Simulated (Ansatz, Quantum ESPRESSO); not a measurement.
# F-SiC-F chair, 1 layer: response to a perpendicular field, part 4 of 6

Aim: how F-SiC-F chair, 1 layer screens a field along its normal, and what the field does to its bands.

Quantum ESPRESSO 7.5; plane-wave DFT, RPBE, GBRV ultrasoft pseudopotentials made under PBE; geometry and cross-check by Ansatz 0.2.0 with PAW datasets.

So far. Step 6 (Self-consistent run: field 0.1 V/Å): The dipole goes from -0.0053 to 0.0110 e Å, 0.1636 e Å per V/Å. Step 7 (Electrostatic potential): The slope in the vacuum is 0.100 eV/Å for an applied 0.10 V/Å, as it should be.

## Step 8: SCF with pw.x: field 0.2 V/Å

The input, f2.in:

```
&control
  prefix = 'f2'
  outdir = './out'
  pseudo_dir = './pseudo'
  calculation = 'scf'
  tprnfor = .true.
  tefield = .true.
  dipfield = .true.
/
&system
  ibrav = 0
  nat = 4
  ntyp = 3
  ecutwfc = 40
  ecutrho = 200
  input_dft = 'rpbe'
  occupations = 'smearing'
  smearing = 'fd'
  degauss = 0.004
  edir = 3
  emaxpos = 0.97
  eopreg = 0.04
  eamp = 0.00388938
/
&electrons
  conv_thr = 1e-09
  mixing_beta = 0.4
  electron_maxstep = 120
  mixing_mode = 'plain'
  startingpot = 'file'
/
ATOMIC_SPECIES
  F   18.9984  f_pbe_v1.4.uspp.F.UPF
  C   12.0110  c_pbe_v1.2.uspp.F.UPF
  Si  28.0850  si_pbe_v1.uspp.F.UPF
CELL_PARAMETERS angstrom
  3.16858324911543 0.00000000000000 0.00000000000000
  -1.58429162455771 2.74407358773980 -0.00000000000000
  0.00000000000000 -0.00000000000000 20.63333333330000
ATOMIC_POSITIONS crystal
  F   0.666666666667 0.333333333333 0.410407102939
  C   0.666666666667 0.333333333333 0.479934719151
  Si  0.333333333333 0.666666666667 0.507506111400
  F   0.333333333333 0.666666666667 0.585189223210
K_POINTS automatic
  12 12 1 0 0 0
```

Run with:

```console
$ cp -r out/f0.save out/f2.save
$ OMP_NUM_THREADS=1 mpirun -n 4 pw.x -nk 4 -in f2.in > f2.out
```

Output:

```text
[banner, memory and clock lines left out]
Program PWSCF v.7.5 starts
[...]
number of electrons       =        22.00
     number of Kohn-Sham states=           15
     kinetic-energy cutoff     =      40.0000  Ry
     charge density cutoff     =     200.0000  Ry
[...]
number of k points=    74  Fermi-Dirac smearing, width (Ry)=  0.0040
[...]
Dense  grid:    58021 G-vectors     FFT dimensions: (  27,  27, 180)
[...]
The initial density is read from file :
[...]
negative rho (up, down):  6.488E-04 0.000E+00
[...]
Starting wfcs are   16 randomized atomic wfcs
[...]
negative rho (up, down):  6.478E-04 0.000E+00
[...]
estimated scf accuracy    <       0.00271798 Ry
[...]
negative rho (up, down):  6.483E-04 0.000E+00
[...]
estimated scf accuracy    <       0.00165256 Ry
[...]
negative rho (up, down):  6.484E-04 0.000E+00
[...]
estimated scf accuracy    <       0.00000487 Ry
[...]
negative rho (up, down):  6.484E-04 0.000E+00
[...]
estimated scf accuracy    <       0.00000145 Ry
[...]
negative rho (up, down):  6.484E-04 0.000E+00
[...]
estimated scf accuracy    <       0.00000010 Ry
[...]
negative rho (up, down):  6.484E-04 0.000E+00
[...]
estimated scf accuracy    <       0.00000002 Ry
[...]
negative rho (up, down):  6.484E-04 0.000E+00
[...]
Computed dipole along edir(3) :
        Dipole                0.0517 Ry au,          0.1315 Debye
        Dipole field          0.0005 Ry au,
        E field amplitude [Ha a.u.]:  3.8894E-03
        Potential amp.        0.2510 Ry
        Total length         37.4317 bohr
[...]
the Fermi energy is    -3.3643 ev
!    total energy              =    -118.50488828 Ry
     estimated scf accuracy    <          5.9E-10 Ry
     smearing contrib. (-TS)   =      -0.00000000 Ry
     internal energy E=F+TS    =    -118.50488828 Ry
[...]
one-electron contribution =    -766.86937070 Ry
     hartree contribution      =     388.96454621 Ry
     xc contribution           =     -26.82007928 Ry
     ewald contribution        =     286.22039022 Ry
     electric field correction =      -0.00037472 Ry
     convergence has been achieved in   7 iterations
     negative rho (up, down):  6.484E-04 0.000E+00
[...]
Total force =     0.019380     Total SCF correction =     0.000081
[...]
```

It took 17 s on 4 MPI ranks of Arm Neoverse V2, shared host; peak memory 0.41 GiB.

Read from the output:

| Quantity | Value |
| --- | --- |
| free energy | -1612.3411 eV |
| Fermi energy | -3.364 eV |
| dipole along the normal | 0.02738 e·Å |
| valence top, on the run's zero | -4.451 eV |
| conduction bottom, on the run's zero | -2.359 eV |
| gap by band count | 2.091 eV |

The dipole goes from -0.0053 to 0.0274 e Å, 0.1635 e Å per V/Å.

## Step 9: Electrostatic potential

The input, f2.pot.in:

```
&inputpp
  prefix = 'f2'
  outdir = './out'
  filplot = 'f2.pot.dat'
  plot_num = 11
/
```

Run with:

```console
$ OMP_NUM_THREADS=1 mpirun -n 4 pp.x -in f2.pot.in > f2.pot.out
```

Elapsed: 0.85 s, on 4 MPI ranks; peak memory 0.1 GiB.

This step gave:

- slope of the potential above: 0.2000 eV/Å
- upper vacuum line continued to the top atoms, over the valence top: 7.663 eV
- slope of the potential below: 0.2000 eV/Å
- lower vacuum line continued to the bottom atoms, over the valence top: 7.512 eV

The slope in the vacuum is 0.200 eV/Å for an applied 0.20 V/Å, as it should be.

## Step 10: Band structure: field 0.2 V/Å

The input, f2.bands.in:

```
&control
  prefix = 'f2.bands'
  outdir = './out'
  pseudo_dir = './pseudo'
  calculation = 'bands'
  tefield = .true.
  dipfield = .true.
/
&system
  ibrav = 0
  nat = 4
  ntyp = 3
  ecutwfc = 40
  ecutrho = 200
  input_dft = 'rpbe'
  occupations = 'smearing'
  smearing = 'fd'
  degauss = 0.004
  edir = 3
  emaxpos = 0.97
  eopreg = 0.04
  eamp = 0.00388938
  nbnd = 17
/
&electrons
  conv_thr = 1e-07
  mixing_beta = 0.4
  electron_maxstep = 120
  mixing_mode = 'local-TF'
/
ATOMIC_SPECIES
  F   18.9984  f_pbe_v1.4.uspp.F.UPF
  C   12.0110  c_pbe_v1.2.uspp.F.UPF
  Si  28.0850  si_pbe_v1.uspp.F.UPF
CELL_PARAMETERS angstrom
  3.16858324911543 0.00000000000000 0.00000000000000
  -1.58429162455771 2.74407358773980 -0.00000000000000
  0.00000000000000 -0.00000000000000 20.63333333330000
ATOMIC_POSITIONS crystal
  F   0.666666666667 0.333333333333 0.410407102939
  C   0.666666666667 0.333333333333 0.479934719151
  Si  0.333333333333 0.666666666667 0.507506111400
  F   0.333333333333 0.666666666667 0.585189223210
K_POINTS crystal_b
4
  0.0000000000 0.0000000000 0.0000000000 14
  0.5000000000 0.0000000000 0.0000000000 14
  0.3333333333 0.3333333333 0.0000000000 14
  0.0000000000 0.0000000000 0.0000000000 1
```

Run with:

```console
$ cp -r out/f2.save out/f2.bands.save
$ cp out/f2.xml out/f2.bands.xml
$ OMP_NUM_THREADS=1 mpirun -n 4 pw.x -nk 4 -in f2.bands.in > f2.bands.out
```

Output:

```text
[banner, memory and clock lines left out]
Program PWSCF v.7.5 starts
[citation notice left out]

[...]
bravais-lattice index     =            0
     lattice parameter (alat)  =       5.9878  a.u.
     unit-cell volume          =    1210.6730 (a.u.)^3
     number of atoms/cell      =            4
     number of atomic types    =            3
     number of electrons       =        22.00
     number of Kohn-Sham states=           17
     kinetic-energy cutoff     =      40.0000  Ry
     charge density cutoff     =     200.0000  Ry
     Exchange-correlation= RPBE
                           (   1   4  44   4   0   0   0)

[...]
PseudoPot. # 1 for F  read from file:
     ./pseudo/f_pbe_v1.4.uspp.F.UPF
     Pseudo is Ultrasoft, Zval =  7.0
     Generated by new atomic code, or converted to UPF format
     Using radial grid of  799 points,  4 beta functions with:
                l(1) =   0
                l(2) =   0
                l(3) =   1
                l(4) =   1
     Q(r) pseudized with  8 coefficients,  rinner =    0.950   0.950   0.950

     PseudoPot. # 2 for C  read from file:
     ./pseudo/c_pbe_v1.2.uspp.F.UPF
     Pseudo is Ultrasoft + core correction, Zval =  4.0
     Generated by new atomic code, or converted to UPF format
     Using radial grid of  721 points,  4 beta functions with:
                l(1) =   0
                l(2) =   0
                l(3) =   1
                l(4) =   1
     Q(r) pseudized with  8 coefficients,  rinner =    1.100   1.100   1.100

     PseudoPot. # 3 for Si read from file:
     ./pseudo/si_pbe_v1.uspp.F.UPF
     Pseudo is Ultrasoft + core correction, Zval =  4.0
     Generated by new atomic code, or converted to UPF format
     Using radial grid of  899 points,  6 beta functions with:
                l(1) =   0
                l(2) =   0
                l(3) =   1
                l(4) =   1
                l(5) =   2
                l(6) =   2
     Q(r) pseudized with  8 coefficients,  rinner =    0.900   0.900   0.900
                                                       0.900   0.900

     atomic species   valence    mass     pseudopotential
     F                 7.00    18.99840     F ( 1.00)
     C                 4.00    12.01100     C ( 1.00)
     Si                4.00    28.08500     Si( 1.00)

     No symmetry found

[...]
number of k points=    43  Fermi-Dirac smearing, width (Ry)=  0.0040
[...]
Dense  grid:    58021 G-vectors     FFT dimensions: (  27,  27, 180)

     Smooth grid:    41173 G-vectors     FFT dimensions: (  25,  25, 160)

     The potential is recalculated from file :
     ./out/f2.bands.save/charge-density

     negative rho (up, down):  6.484E-04 0.000E+00

     Adding external electric field

     Computed dipole along edir(3) :
        Dipole                0.0517 Ry au,          0.1315 Debye
        Dipole field          0.0005 Ry au,

        E field amplitude [Ha a.u.]:  3.8894E-03
        Potential amp.        0.2510 Ry
        Total length         37.4317 bohr

     Starting wfcs are   16 randomized atomic wfcs +    1 random wfcs

     Band Structure Calculation
     Davidson diagonalization with overlap

     ethr =  4.55E-10,  avg # of iterations = 49.5

     End of band structure calculation

          k = 0.0000 0.0000 0.0000 (  5107 PWs)   bands (ev):

   -28.6759 -28.3621 -17.3582 -11.7909  -9.7704  -8.8199  -8.8199  -8.3038
    -8.3038  -4.4506  -4.4506  -2.3592   1.4261   1.7516   2.5459   2.9293
     2.9293

          k = 0.0357 0.0206 0.0000 (  5097 PWs)   bands (ev):

   -28.6736 -28.3602 -17.3425 -11.7883  -9.7748  -8.8516  -8.8282  -8.3120
    -8.3061  -4.5304  -4.4690  -2.3067   1.4727   1.7770   2.5712   2.8854
     2.9879

[...]
```

Wall time 10 s (4 MPI ranks); peak memory 0.29 GiB; 41 s of CPU time.

Band numbers count within the set of bands kept for display. Electronic bands along the path, in eV, zero at the highest filled level of the SCF mesh; v1 is the highest filled band, c1 the lowest empty one:

```
point     v4     v3     v2     v1    c1    c2    c3     c4
    Γ  -3.85  -3.85   0.00   0.00  2.09  5.88  6.20   7.00
    M  -4.35  -4.05  -3.11  -0.99  3.75  6.02  7.44  10.56
    K  -4.62  -4.01  -2.81  -2.39  6.33  7.32  7.73   9.08
    Γ  -3.85  -3.85   0.00   0.00  2.09  5.88  6.20   7.00
```

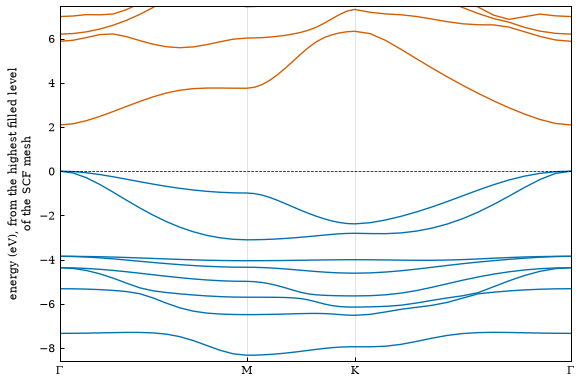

Electronic bands along the path; lines of filled and empty bands in two colours.

Upper empty bands that drop with the field can be states of the vacuum, held by the sawtooth; they depend on the cell's width.

Along this path the valence top lies at Γ and the conduction bottom at Γ.

## Step 11: SCF with pw.x: field -0.2 V/Å

f3.in, as its differences from the input of step 8:

```diff
@@ -1,3 +1,3 @@
 &control
-  prefix = 'f2'
+  prefix = 'f3'
   outdir = './out'
@@ -22,3 +22,3 @@
   eopreg = 0.04
-  eamp = 0.00388938
+  eamp = -0.00388938
 /
```

Run with:

```console
$ cp -r out/f0.save out/f3.save
$ OMP_NUM_THREADS=1 mpirun -n 4 pw.x -nk 4 -in f3.in > f3.out
```

Output:

```text
[banner, memory and clock lines left out]
Program PWSCF v.7.5 starts
[...]
number of electrons       =        22.00
     number of Kohn-Sham states=           15
     kinetic-energy cutoff     =      40.0000  Ry
     charge density cutoff     =     200.0000  Ry
[...]
number of k points=    74  Fermi-Dirac smearing, width (Ry)=  0.0040
[...]
Dense  grid:    58021 G-vectors     FFT dimensions: (  27,  27, 180)
[...]
The initial density is read from file :
[...]
negative rho (up, down):  6.488E-04 0.000E+00
[...]
Starting wfcs are   16 randomized atomic wfcs
[...]
negative rho (up, down):  6.491E-04 0.000E+00
[...]
estimated scf accuracy    <       0.00278327 Ry
[...]
negative rho (up, down):  6.487E-04 0.000E+00
[...]
estimated scf accuracy    <       0.00175082 Ry
[...]
negative rho (up, down):  6.488E-04 0.000E+00
[...]
estimated scf accuracy    <       0.00000478 Ry
[...]
negative rho (up, down):  6.489E-04 0.000E+00
[...]
estimated scf accuracy    <       0.00000138 Ry
[...]
negative rho (up, down):  6.489E-04 0.000E+00
[...]
estimated scf accuracy    <       0.00000007 Ry
[...]
negative rho (up, down):  6.489E-04 0.000E+00
[...]
estimated scf accuracy    <       0.00000001 Ry
[...]
negative rho (up, down):  6.490E-04 0.000E+00
[...]
Computed dipole along edir(3) :
        Dipole               -0.0718 Ry au,         -0.1826 Debye
        Dipole field         -0.0007 Ry au,
        E field amplitude [Ha a.u.]: -3.8894E-03
        Potential amp.       -0.2354 Ry
        Total length         37.4317 bohr
[...]
the Fermi energy is    -3.3634 ev
!    total energy              =    -118.50504458 Ry
     estimated scf accuracy    <          7.6E-10 Ry
     smearing contrib. (-TS)   =      -0.00000000 Ry
     internal energy E=F+TS    =    -118.50504458 Ry
[...]
one-electron contribution =    -766.86387254 Ry
     hartree contribution      =     388.95840931 Ry
     xc contribution           =     -26.81946641 Ry
     ewald contribution        =     286.22039022 Ry
     electric field correction =      -0.00050516 Ry
     convergence has been achieved in   7 iterations
     negative rho (up, down):  6.490E-04 0.000E+00
[...]
Total force =     0.021430     Total SCF correction =     0.000101
[...]
```

The job ended after 17 s (4 MPI ranks; peak memory 0.42 GiB; 68 s of CPU time).

Read from the output:

```
free energy                          : -1612.3433 eV
Fermi energy                         : -3.363 eV
dipole along the normal              : -0.03802 e·Å
valence top, on the run's zero       : -4.440 eV
conduction bottom, on the run's zero : -2.358 eV
gap by band count                    : 2.082 eV
```

The dipole goes from -0.0053 to -0.0380 e Å, 0.1634 e Å per V/Å.

## Step 12: Potential by pp.x

The input, f3.pot.in:

```
&inputpp
  prefix = 'f3'
  outdir = './out'
  filplot = 'f3.pot.dat'
  plot_num = 11
/
```

Run with:

```console
$ OMP_NUM_THREADS=1 mpirun -n 4 pp.x -in f3.pot.in > f3.pot.out
```

Elapsed: 0.85 s, on 4 MPI ranks; peak memory 0.1 GiB; 3.1 s of CPU time.

Numbers from this step:

```
slope of the potential above                                          : -0.2000 eV/Å
upper vacuum line continued to the top atoms, over the valence top    : 7.556 eV
slope of the potential below                                          : -0.2000 eV/Å
lower vacuum line continued to the bottom atoms, over the valence top : 7.486 eV
```

The slope in the vacuum is -0.200 eV/Å for an applied -0.20 V/Å, as it should be.

Each curve counts from the valence top of its own run.

The potential energy (potential at 0 V/Å) oscillates, so the rows of the table below give means over windows of 2 Å about each position, cut where the curve ends. Its maxima inside the range that stand out by 2 % of the span (Å: eV): 9.1: 1.39, 11.5: 0.840. Its minima: 8.5: -2.17, 10.2: -15.0, 12.0: -2.47.

The runs together. Potential energy against z; means over each step:

```
z (Å)  potential at 0 V/Å (eV)  potential at 0.1 V/Å (eV)  potential at 0.2 V/Å (eV)  potential at -0.2 V/Å (eV)
    0                     7.50                       6.76                       6.01                        8.99
    2                     7.50                       6.86                       6.22                        8.78
    4                     7.50                       7.06                       6.62                        8.38
    6                     7.49                       7.25                       7.01                        7.98
    8                     3.39                       3.33                       3.26                        3.52
   10                    -8.67                      -8.66                      -8.66                       -8.68
   12                    0.917                      0.985                       1.05                       0.781
   14                     7.56                       7.78                       8.00                        7.12
   16                     7.61                       8.03                       8.45                        6.77
   18                     7.61                       8.23                       8.85                        6.37
   20                     7.60                       8.22                       8.83                        6.36
```

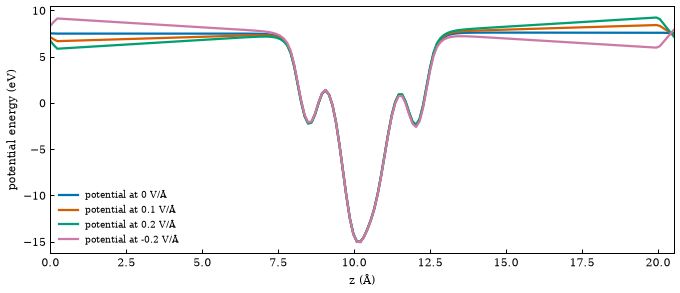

Potential energy against z.

## Step 13: Bands along a path: field -0.2 V/Å

f3.bands.in, as its differences from the input of step 10:

```diff
@@ -1,3 +1,3 @@
 &control
-  prefix = 'f2.bands'
+  prefix = 'f3.bands'
   outdir = './out'
@@ -21,3 +21,3 @@
   eopreg = 0.04
-  eamp = 0.00388938
+  eamp = -0.00388938
   nbnd = 17
```

Run with:

```console
$ cp -r out/f3.save out/f3.bands.save
$ cp out/f3.xml out/f3.bands.xml
$ OMP_NUM_THREADS=1 mpirun -n 4 pw.x -nk 4 -in f3.bands.in > f3.bands.out
```

Output:

```text
[banner, memory and clock lines left out]
Program PWSCF v.7.5 starts
[citation notice left out]

[...]
bravais-lattice index     =            0
     lattice parameter (alat)  =       5.9878  a.u.
     unit-cell volume          =    1210.6730 (a.u.)^3
     number of atoms/cell      =            4
     number of atomic types    =            3
     number of electrons       =        22.00
     number of Kohn-Sham states=           17
     kinetic-energy cutoff     =      40.0000  Ry
     charge density cutoff     =     200.0000  Ry
     Exchange-correlation= RPBE
                           (   1   4  44   4   0   0   0)

[...]
PseudoPot. # 1 for F  read from file:
     ./pseudo/f_pbe_v1.4.uspp.F.UPF
     Pseudo is Ultrasoft, Zval =  7.0
     Generated by new atomic code, or converted to UPF format
     Using radial grid of  799 points,  4 beta functions with:
                l(1) =   0
                l(2) =   0
                l(3) =   1
                l(4) =   1
     Q(r) pseudized with  8 coefficients,  rinner =    0.950   0.950   0.950

     PseudoPot. # 2 for C  read from file:
     ./pseudo/c_pbe_v1.2.uspp.F.UPF
     Pseudo is Ultrasoft + core correction, Zval =  4.0
     Generated by new atomic code, or converted to UPF format
     Using radial grid of  721 points,  4 beta functions with:
                l(1) =   0
                l(2) =   0
                l(3) =   1
                l(4) =   1
     Q(r) pseudized with  8 coefficients,  rinner =    1.100   1.100   1.100

     PseudoPot. # 3 for Si read from file:
     ./pseudo/si_pbe_v1.uspp.F.UPF
     Pseudo is Ultrasoft + core correction, Zval =  4.0
     Generated by new atomic code, or converted to UPF format
     Using radial grid of  899 points,  6 beta functions with:
                l(1) =   0
                l(2) =   0
                l(3) =   1
                l(4) =   1
                l(5) =   2
                l(6) =   2
     Q(r) pseudized with  8 coefficients,  rinner =    0.900   0.900   0.900
                                                       0.900   0.900

     atomic species   valence    mass     pseudopotential
     F                 7.00    18.99840     F ( 1.00)
     C                 4.00    12.01100     C ( 1.00)
     Si                4.00    28.08500     Si( 1.00)

     No symmetry found

[...]
number of k points=    43  Fermi-Dirac smearing, width (Ry)=  0.0040
[...]
Dense  grid:    58021 G-vectors     FFT dimensions: (  27,  27, 180)

     Smooth grid:    41173 G-vectors     FFT dimensions: (  25,  25, 160)

     The potential is recalculated from file :
     ./out/f3.bands.save/charge-density

     negative rho (up, down):  6.490E-04 0.000E+00

     Adding external electric field

     Computed dipole along edir(3) :
        Dipole               -0.0718 Ry au,         -0.1826 Debye
        Dipole field         -0.0007 Ry au,

        E field amplitude [Ha a.u.]: -3.8894E-03
        Potential amp.       -0.2354 Ry
        Total length         37.4317 bohr

     Starting wfcs are   16 randomized atomic wfcs +    1 random wfcs

     Band Structure Calculation
     Davidson diagonalization with overlap

     ethr =  4.55E-10,  avg # of iterations = 49.5

     End of band structure calculation

          k = 0.0000 0.0000 0.0000 (  5107 PWs)   bands (ev):

   -28.6354 -28.5160 -17.3713 -11.8119  -9.8932  -8.7895  -8.7895  -8.4666
    -8.4666  -4.4400  -4.4400  -2.3576   1.2135   1.9601   2.8243   2.8852
     2.8852

          k = 0.0357 0.0206 0.0000 (  5097 PWs)   bands (ev):

   -28.6331 -28.5143 -17.3555 -11.8092  -9.8978  -8.8227  -8.7986  -8.4736
    -8.4682  -4.5193  -4.4584  -2.3057   1.2581   1.9867   2.8061   2.8838
     2.9439

[...]
```

Elapsed: 11 s, on 4 MPI ranks; peak memory 0.29 GiB.

Band numbers count within the set of bands kept for display. Electronic bands along the path, in eV, zero at the highest filled level of the SCF mesh; v1 is the highest filled band, c1 the lowest empty one:

```
point     v4     v3     v2     v1    c1    c2    c3     c4
    Γ  -4.03  -4.03   0.00   0.00  2.08  5.65  6.40   7.26
    M  -4.50  -4.21  -3.07  -0.99  3.72  6.00  7.35  10.68
    K  -4.76  -4.19  -2.77  -2.38  6.33  7.23  7.68   9.05
    Γ  -4.03  -4.03   0.00   0.00  2.08  5.65  6.40   7.26
```

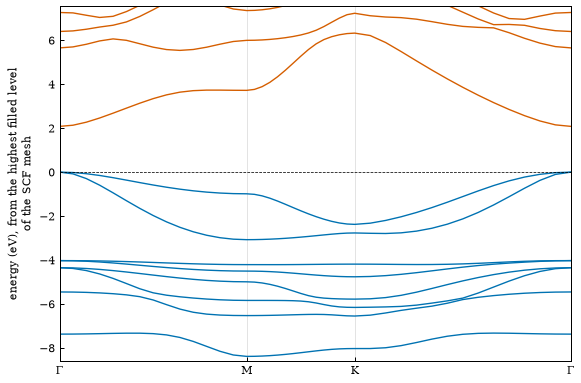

Electronic bands along the path; lines of filled and empty bands in two colours.

Upper empty bands that drop with the field can be states of the vacuum, held by the sawtooth; they depend on the cell's width.

Along this path the valence top lies at Γ and the conduction bottom at Γ.

(Part 4 of 6 ends here.)

[Logs are printed without paths, hosts, clocks, repeated set-up lines and the standing remarks that a program may print on its own settings, such as how far it seeks lower states.]

[Hosts, paths, dates, database ids (printed as entryN), source tags and the programs' standing remarks are cut or masked in the printed files.]

[Maps of the electrostatic potential energy from Ansatz leave out the sawtooth potential of an applied field or a dipole correction, so their vacuum need not be flat; planar profiles and work functions include it.]
